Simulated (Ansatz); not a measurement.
## Ligand exchange: C3H7FSn + SiH3(OH) → C3H8OSn + SiH3F

Gas-phase species: C3H7FSn `C[CH](C)[Sn][F]`, singlet; SiH3(OH) (silanol), singlet; C3H8OSn `C[CH](C)[Sn][OH]`, singlet; SiH3F `F[SiH3]`, singlet. The partners trade F for OH: Sn–F and Si–OH bonds give way to Sn–OH and Si–F.

Shapes, held fixed at every level: PBE0-D4/def2-TZVP. Flexible molecules stand in one conformer, not always the lowest. Programs: Ansatz 0.2.0. The zero-point and thermal change to 298 K, harmonic and unscaled (PBE0-D4/def2-TZVP), is 0.0 kJ/mol.

```json
{"level": "HF/def2-SVP", "kind": "Hartree–Fock", "ΔH(298 K) (kJ/mol)": "+9.9", "less CCSD(T)/def2-TZVPP": "+17.8"}
{"level": "HF/def2-TZVPP", "kind": "Hartree–Fock", "ΔH(298 K) (kJ/mol)": "+3.3", "less CCSD(T)/def2-TZVPP": "+11.2"}
{"level": "PBE0-D4/def2-TZVPP", "kind": "global hybrid", "ΔH(298 K) (kJ/mol)": "-0.3", "less CCSD(T)/def2-TZVPP": "+7.6"}
{"level": "r2SCAN0-D4/def2-TZVPP", "kind": "global hybrid", "ΔH(298 K) (kJ/mol)": "-0.4", "less CCSD(T)/def2-TZVPP": "+7.5"}
{"level": "wB97M-V/def2-TZVPP", "kind": "range-separated hybrid", "ΔH(298 K) (kJ/mol)": "-0.4", "less CCSD(T)/def2-TZVPP": "+7.5"}
{"level": "CCSD/def2-SVP", "kind": "coupled cluster or CI", "ΔH(298 K) (kJ/mol)": "+0.1", "less CCSD(T)/def2-TZVPP": "+8.0"}
{"level": "CCSD/def2-TZVPP", "kind": "coupled cluster or CI", "ΔH(298 K) (kJ/mol)": "-5.8", "less CCSD(T)/def2-TZVPP": "+2.1"}
{"level": "CCSD(T)/def2-TZVPP", "kind": "coupled cluster or CI", "ΔH(298 K) (kJ/mol)": "-7.9", "less CCSD(T)/def2-TZVPP": "0.0"}
```

The highest level, CCSD(T)/def2-TZVPP, gives ΔH(298 K) = -7.9 kJ/mol; the levels span -7.9 to +9.9. They disagree on the sign: 3 of 8 are positive. The column of differences is taken from that level and isn't an error. No measured value is set beside it here. For atoms past krypton def2 sets carry core potentials with scalar relativity. Outer-core shells of Sn are correlated, in sets that cover them unevenly.

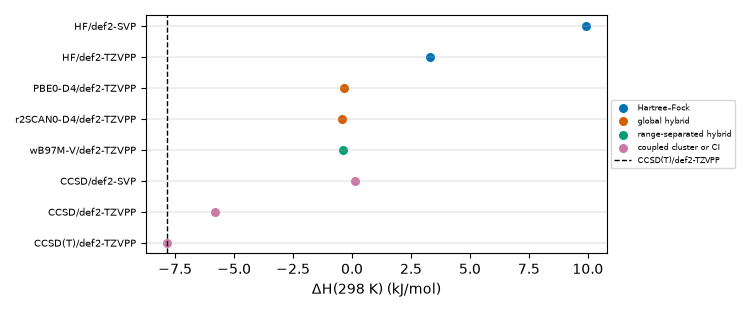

The values of the table, level by level.
